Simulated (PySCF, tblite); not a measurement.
**C5H7NO2Si: geometry, infrared bands and NMR shifts**

What infrared bands and NMR shifts should C5H7NO2Si (`C[C@@H]1[SiH2]Oc2conc21`) show?

The runs use tblite 0.8.0 and PySCF 2.14.0, with density-fitted response routines of our own; the level of theory stands in each step. All values are computed, except where a source is named. Atoms count from 0, in the outputs and in this text.

### Step 1. Starting geometry

16 atoms, charge 0, multiplicity 1; geometry from: force field or distance geometry start.

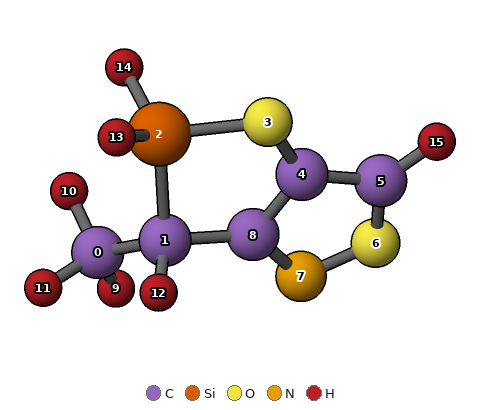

The starting geometry (carbon purple, silicon orange, oxygen yellow, nitrogen amber, hydrogen red), atoms numbered.

### Step 2. Relaxing the molecule with GFN2-xTB

What the job is given:

```
{"job": {"kind": "relax", "xc": "GFN2-xTB", "basis": "xTB"}, "charge": 0, "multiplicity": 1}
C     -1.619200    -1.233500     0.000600
C     -0.779700    -0.239700     0.716100
Si    -0.972900     1.488800     0.052100
O      0.681700     1.887500     0.252700
C      1.367800     0.687600     0.284500
C      2.704400     0.277200     0.100400
O      2.755000    -1.010000     0.230300
N      1.576600    -1.446200     0.477800
C      0.678600    -0.409400     0.508700
H     -1.188900    -2.216700    -0.128600
H     -1.953200    -0.883700    -1.009300
H     -2.574800    -1.355600     0.598300
H     -1.059100    -0.266500     1.804100
H     -1.879200     2.298200     0.839200
H     -1.299800     1.511900    -1.379500
H      3.555200     0.918900    -0.091300
```

Started as:

```
$ OMP_NUM_THREADS=1 python probes_run.py task.json out
```

One launch serves the whole session: the jobs run in the order shown.

Output:

```text
step      E/eV     max force
  0    -735.46460    4.875
  1    -736.13511    1.234
  2    -736.21459    1.008
  3    -736.25215    0.544
  4    -736.27600    0.429
  5    -736.29764    0.325
  6    -736.31651    0.465
  7    -736.33366    0.438
  8    -736.34690    0.266
  9    -736.35797    0.262
 10    -736.36756    0.256
 11    -736.37527    0.295
 12    -736.38147    0.214
 13    -736.38765    0.209
 14    -736.39430    0.256
 15    -736.40092    0.232
 16    -736.40683    0.190
 17    -736.41151    0.204
 18    -736.41502    0.147
 19    -736.41785    0.140
 20    -736.42054    0.147
 21    -736.42363    0.205
 22    -736.42709    0.180
 23    -736.43024    0.128
 24    -736.43259    0.124
 25    -736.43446    0.112
 26    -736.43656    0.123
 27    -736.43931    0.185
 28    -736.44235    0.196
 29    -736.44514    0.136
 30    -736.44765    0.126
 31    -736.45021    0.157
 32    -736.45324    0.189
 33    -736.45658    0.187
 34    -736.45948    0.144
 35    -736.46182    0.129
 36    -736.46422    0.146
 37    -736.46686    0.158
 38    -736.46931    0.143
 39    -736.47084    0.155
 40    -736.47292    0.155
 41    -736.47463    0.126
 42    -736.47797    0.109
 43    -736.47982    0.141
 44    -736.48260    0.152
 45    -736.48462    0.123
 46    -736.48621    0.081
 47    -736.48709    0.090
 48    -736.48792    0.094
 49    -736.48870    0.067
 50    -736.48935    0.063
 51    -736.48979    0.051
 52    -736.49011    0.045
 53    -736.49048    0.061
 54    -736.49086    0.051
 55    -736.49119    0.053
 56    -736.49150    0.053
 57    -736.49191    0.070
 58    -736.49250    0.095
 59    -736.49311    0.084
 60    -736.49349    0.046
 61    -736.49365    0.027
 62    -736.49375    0.026
 63    -736.49385    0.030
 64    -736.49395    0.024
 65    -736.49403    0.017
 66    -736.49408    0.013
 67    -736.49411    0.013
 68    -736.49413    0.014
 69    -736.49416    0.012
 70    -736.49419    0.014
 71    -736.49421    0.012
 72    -736.49423    0.012
 73    -736.49425    0.014
 74    -736.49428    0.018
 75    -736.49432    0.021
 76    -736.49438    0.020
 77    -736.49444    0.017
 78    -736.49450    0.017
 79    -736.49455    0.017
 80    -736.49460    0.015
 81    -736.49464    0.015
 82    -736.49466    0.012
 83    -736.49468    0.008
```

It took 1 s on 1 thread of Arm Neoverse N1, shared host; peak memory 0.18 GiB.

Relaxation path: (not every step is listed)

```
step  energy from step 0 (eV)  largest force (eV/Å)
   0                   0.0000                4.8746
   1                  -0.6705                1.2342
   2                  -0.7500                1.0078
   3                  -0.7876                0.5445
   4                  -0.8114                0.4289
   5                  -0.8330                0.3253
   6                  -0.8519                0.4646
   7                  -0.8691                0.4383
   8                  -0.8823                0.2658
  15                  -0.9363                0.2323
  22                  -0.9625                0.1796
  29                  -0.9805                0.1355
  36                  -0.9996                0.1457
  43                  -1.0152                0.1414
  50                  -1.0247                0.0631
  57                  -1.0273                0.0703
  64                  -1.0294                0.0237
  71                  -1.0296                0.0120
  78                  -1.0299                0.0175
  79                  -1.0299                0.0175
  80                  -1.0300                0.0150
  81                  -1.0300                0.0146
  82                  -1.0301                0.0121
  83                  -1.0301                0.0081
```

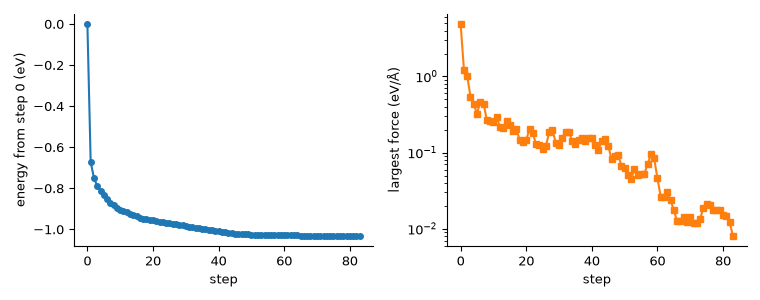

Energy and force, step by step.

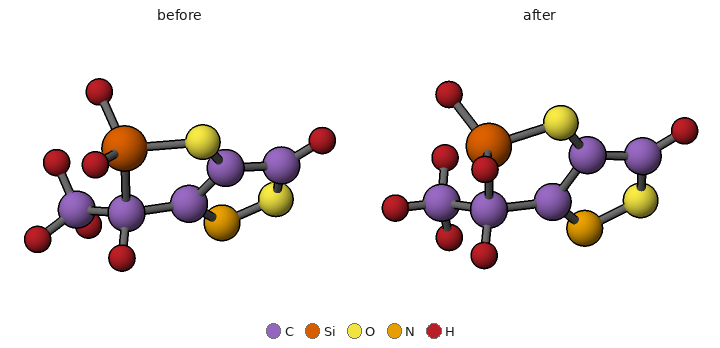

The geometry before (left) and after (right).

Close pairs (by a distance rule), those that changed most:

```
  bond  before (Å)  after (Å)  change (Å)
 C4–C8       1.315      1.422      +0.107
 O6–N7       1.281      1.360      +0.079
C1–Si2       1.862      1.937      +0.075
 N7–C8       1.372      1.301      -0.071
 C5–O6       1.295      1.353      +0.058
 C4–C5       1.410      1.357      -0.054
Si2–O3       1.714      1.664      -0.050
C0–H11       1.134      1.087      -0.046
```

The end geometry stands in the next job.

### Step 3. Infrared spectrum with GFN2-xTB

What the job is given:

```
{"job": {"kind": "ir", "xc": "GFN2-xTB", "basis": "xTB"}, "charge": 0, "multiplicity": 1}
C     -1.589367    -1.314923    -0.092603
C     -0.825917    -0.273089     0.725929
Si    -1.009443     1.567771     0.153521
O      0.605819     1.840700    -0.138647
C      1.330760     0.729354     0.106706
C      2.631741     0.353210     0.028600
O      2.714128    -0.939717     0.417529
N      1.481379    -1.408689     0.749391
C      0.646651    -0.427455     0.571153
H     -1.320526    -2.316430     0.236582
H     -1.346988    -1.227724    -1.149508
H     -2.661428    -1.178368     0.028440
H     -1.088204    -0.410427     1.778845
H     -1.412333     2.475364     1.217945
H     -1.706780     1.706237    -1.117041
H      3.542909     0.833128    -0.260769
```

Output:

```text
mode    cm-1     km/mol
  1      64.8      0.04
  2     149.6      1.52
  3     209.2      0.33
  4     227.4      3.11
  5     306.6     10.68
  6     377.2      1.46
  7     398.2     20.13
  8     440.4      3.69
  9     503.9     19.47
 10     575.4     40.10
 11     580.0     40.37
 12     632.2     51.85
 13     663.1     13.81
 14     682.0     21.95
 15     713.5     87.05
 16     746.0    134.11
 17     762.2     26.79
 18     772.1    226.91
 19     829.4    147.18
 20     916.7     14.18
 21     987.6     81.44
 22     997.4     11.40
 23    1036.0      6.00
 24    1083.3      1.82
 25    1098.2      6.00
 26    1166.6    163.28
 27    1184.3     14.48
 28    1193.8    113.98
 29    1272.3      6.31
 30    1366.1     56.51
 31    1407.5      1.56
 32    1493.2      3.53
 33    1502.5      4.00
 34    1563.3     76.27
 35    1655.0     29.90
 36    2331.0    433.27
 37    2343.9    144.13
 38    2936.8     27.46
 39    3029.5     32.54
 40    3033.4     31.80
 41    3038.3     18.11
 42    3191.3      1.85
```

Wall time 1 s (1 thread of Arm Neoverse N1, shared host); peak memory 0.18 GiB.

The strongest bands and the atoms that carry them (share of the mass-weighted mode):

```
cm⁻¹  km/mol                                 atoms
 714    87.0  C1 17 %, H13 14 %, C8 13 %, H14 12 %
 746   134.1            O3 23 %, Si2 17 %, C1 16 %
 772   226.9                    H14 45 %, H13 42 %
 829   147.2            O3 53 %, Si2 15 %, O6 14 %
1167   163.3   H12 21 %, C4 20 %, C5 16 %, O3 12 %
1194   114.0            C5 25 %, O6 22 %, H15 21 %
2331   433.3                    H14 56 %, H13 40 %
2344   144.1                    H13 57 %, H14 41 %
```

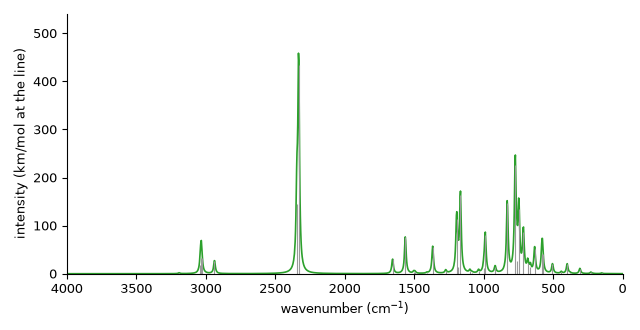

The infrared spectrum from these modes, unscaled. Lines are broadened to a width of 14 cm⁻¹ (Lorentzian).

### Step 4. Shielding tensors: PBE0/pcSseg-1

The job, as its differences from that of step 3:

```diff
@@ -1,2 +1,2 @@
-{"job": {"kind": "ir", "xc": "GFN2-xTB", "basis": "xTB"}, "charge": 0, "multiplicity": 1}
+{"job": {"kind": "nmr", "xc": "PBE0", "basis": "pcSseg-1"}, "charge": 0, "multiplicity": 1}
 C     -1.589367    -1.314923    -0.092603
```

Level: GIAO PBE0/pcSseg-1 NMR shielding, non-relativistic, gas phase.

Output:

```text
coarse grid: 14632 points
cycle   1  E = -688.6110910582  dE =  1.798e+00  |g| = 6.868e-01  |ddm| = 3.969e+00
cycle   2  E = -688.5229296635  dE =  8.816e-02  |g| = 9.847e-01  |ddm| = 1.383e+00
cycle   3  E = -688.6964798114  dE = -1.736e-01  |g| = 1.197e-01  |ddm| = 9.122e-01
cycle   4  E = -688.6988800455  dE = -2.400e-03  |g| = 4.703e-02  |ddm| = 1.333e-01
cycle   5  E = -688.6993920577  dE = -5.120e-04  |g| = 1.126e-02  |ddm| = 4.761e-02
cycle   6  E = -688.6994110556  dE = -1.900e-05  |g| = 6.938e-03  |ddm| = 1.492e-02
cycle   7  E = -688.6994208481  dE = -9.792e-06  |g| = 1.633e-03  |ddm| = 6.914e-03
final grid: 138984 points
cycle   8  E = -688.7710476698  dE = -2.163e-05  |g| = 1.379e-02  |ddm| = 3.458e-02
cycle   9  E = -688.7709846745  dE =  6.300e-05  |g| = 2.308e-02  |ddm| = 2.543e-02
cycle  10  E = -688.7710822388  dE = -9.756e-05  |g| = 2.193e-03  |ddm| = 1.670e-02
cycle  11  E = -688.7710832549  dE = -1.016e-06  |g| = 5.025e-04  |ddm| = 1.907e-03
cycle  12  E = -688.7710833033  dE = -4.847e-08  |g| = 1.715e-04  |ddm| = 5.905e-04
cycle  13  E = -688.7710833094  dE = -6.063e-09  |g| = 4.831e-05  |ddm| = 1.781e-04
cycle  14  E = -688.7710833098  dE = -4.172e-10  |g| = 2.266e-05  |ddm| = 5.962e-05
converged SCF energy = -688.7710833098

GIAO shielding tensors (ppm)
atom      isotropic    diamagn.    paramagn.     s11        s22        s33       span
  0 C      168.752     244.669     -75.917    157.674    165.051    183.532     25.858
  1 C      167.147     251.669     -84.523    156.003    164.428    181.009     25.006
  2 Si     318.066     879.810    -561.744    243.538    327.089    383.571    140.033
  3 O      277.257     395.779    -118.522    223.464    282.261    326.046    102.582
  4 C       31.585     257.540    -225.955    -19.621     46.165     68.210     87.831
  5 C       45.064     252.795    -207.731    -15.881     28.141    122.931    138.812
  6 O      -43.625     397.597    -441.222   -164.918    -90.022    124.065    288.984
  7 N     -141.544     323.216    -464.760   -392.819   -119.972     88.158    480.976
  8 C       19.050     257.603    -238.553    -66.073     14.115    109.107    175.180
  9 H       29.507      28.960       0.546     24.205     27.788     36.528     12.323
 10 H       30.392      29.905       0.486     26.427     28.881     35.867      9.440
 11 H       30.405      28.632       1.772     25.729     27.857     37.629     11.899
 12 H       28.791      30.462      -1.671     25.079     26.303     34.991      9.912
 13 H       26.066      28.729      -2.663     22.306     24.302     31.590      9.284
 14 H       26.329      29.173      -2.844     22.729     25.034     31.223      8.493
 15 H       23.782      29.804      -6.022     22.135     24.079     25.133      2.999
```

Run time: 63 s. Hardware: 1 thread of Arm Neoverse N1, shared host; peak memory 0.86 GiB.

The references, computed at this level on geometries of the same kind, shield at (ppm): ¹H TMS 31.72, ¹³C TMS 186.9, ²⁹Si TMS 349.2, ¹⁵N NH3 267.7, ¹⁷O H2O 336.1. Their shielding less the atom's gives the shift. The references are single molecules in the gas phase, so shifts against H2O, NH3, PH3, H3PO4 or CFCl3 are not on the usual liquid scales and can be off by tens of ppm. Atoms listed in one row are averaged.

```
       atoms                                                 environment  σ (ppm)  δ (ppm)  δ scaled to CDCl3
          C8         substituted aromatic carbon next to a ring nitrogen     19.0    167.9              161.9
          C4                              aromatic carbon bearing oxygen     31.6    155.3              149.7
          C5                         aromatic CH next to the ring oxygen     45.1    141.9              136.5
          C1                    sp3 CH bonded to Si, on an aromatic ring    167.1     19.8               17.4
          C0                                               methyl carbon    168.8     18.2               15.8
         H15          hydrogen on an aromatic CH next to the ring oxygen    23.78     7.93               7.59
         H13  hydrogen on a silicon bonded to C, O, in a 5-membered ring    26.07     5.65                  –
         H14  hydrogen on a silicon bonded to C, O, in a 5-membered ring    26.33     5.39                  –
         H12     hydrogen on an sp3 CH bonded to Si, on an aromatic ring    28.79     2.93               2.86
H9, H10, H11                                 hydrogen on a methyl carbon    30.10     1.62               1.63
         Si2           silicon bonded to C, O, 2 H, in a 5-membered ring    318.1     31.1                  –
          O6                                        aromatic ring oxygen    -43.6    379.7                  –
          O3                oxygen bonded to C, Si, in a 5-membered ring    277.3     58.8                  –
          N7                          pyridine-type nitrogen of an azole   -141.5    409.3                  –
```

The scaled column applies a straight-line fit of computed shieldings to shifts measured in CDCl3 (root-mean-square error 0.16 ppm for H, 1.9 ppm for C).

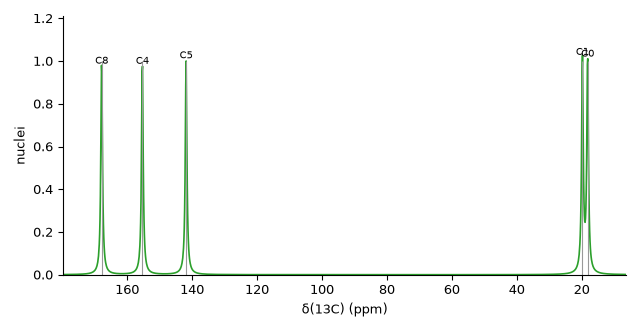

¹³C lines at the computed shifts, without couplings. Lines are broadened to a width of 0.60 ppm (Lorentzian).

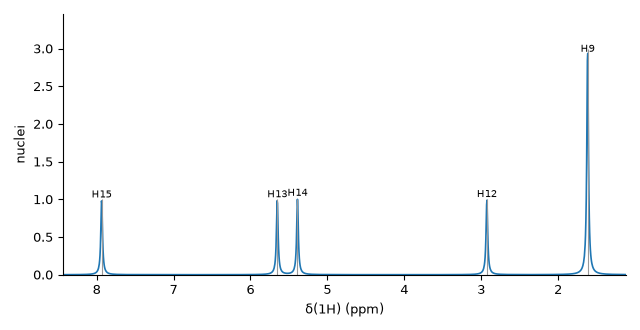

¹H lines at the computed shifts, without couplings. Lines are broadened to a width of 0.03 ppm (Lorentzian).

The run also stored atomic charges by several schemes (e):

```
atoms  Mulliken    IAO  Hirshfeld  ESP fit
   C0     -0.20  -0.41      -0.12    -0.16
   C1     -0.53  -0.40      -0.10    -0.09
  Si2      0.88   1.01       0.44     0.57
   O3     -0.60  -0.58      -0.21    -0.35
   C4      0.08   0.11       0.02    -0.02
   C5      0.24  -0.03      -0.01    -0.06
   O6     -0.29  -0.15      -0.04    -0.06
   N7     -0.14  -0.14      -0.12    -0.42
   C8      0.09   0.06       0.02     0.41
```

Mulliken charges:

C0 -0.20; C1 -0.53; Si2 0.88; O3 -0.60; C4 0.08; C5 0.24; O6 -0.29; N7 -0.14; C8 0.09; H9 0.14; H10 0.12; H11 0.12; H12 0.17; H13 -0.09; H14 -0.09; H15 0.12

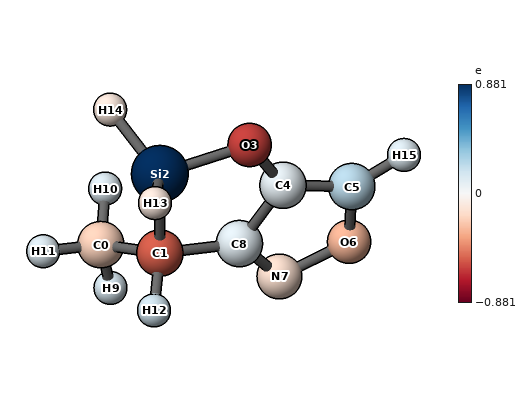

Mulliken charges, as colours on the atoms.

Mayer bond orders: C0–C1 1.03, C1–Si2 0.86, Si2–O3 0.94, O3–C4 0.93, C4–C5 1.59, C5–O6 1.04, O6–N7 1.01, N7–C8 1.63, C8–C1 0.98, C8–C4 1.16.

Ring of atoms C1, Si2, O3, C4, C8: NICS(0) -2.4, NICS(1) -1.6, NICS(1)zz 0.5 ppm (means of both faces).

Ring of atoms C4, C5, O6, N7, C8: NICS(0) -12.3, NICS(1) -10.4, NICS(1)zz -24.3 ppm (means of both faces).

### Step 5. Results

| quantity | value |
| --- | --- |
| strongest single infrared mode (GFN2-xTB) | 2331 cm⁻¹, 433 km/mol |
| zero-point energy (GFN2-xTB) | 70.7 kcal/mol |
| ¹³C shifts against TMS (PBE0/pcSseg-1) | 167.9, 155.3, 141.9, 19.8, 18.2 ppm |
| ¹H shifts against TMS (PBE0/pcSseg-1, means over atoms taken as alike) | 7.93, 5.65, 5.39, 2.93, 1.62 ppm |
| ²⁹Si shifts against TMS (PBE0/pcSseg-1) | 31.1 ppm |
| ¹⁷O shifts against H2O (PBE0/pcSseg-1) | 379.7, 58.8 ppm |
| ¹⁵N shifts against NH3 (PBE0/pcSseg-1) | 409.3 ppm |

What this shows: Over 83 steps the energy fell by 1.030 eV; of the close pairs, C4–C8 changed most, 1.315 to 1.422 Å. No mode is imaginary among the 42: a minimum at this level. The strongest single mode, at 2331 cm⁻¹, moves mainly H14 and H13. Unscaled tight-binding wavenumbers are off by several per cent, some by more. Its intensities can rank the bands wrongly. At PBE0/pcSseg-1: Shielding is most anisotropic at N7 (span 481 ppm, paramagnetic term -465 ppm). NICS(1)zz of -24 ppm above the planar ring from C4 marks a diatropic (aromatic) ring current.
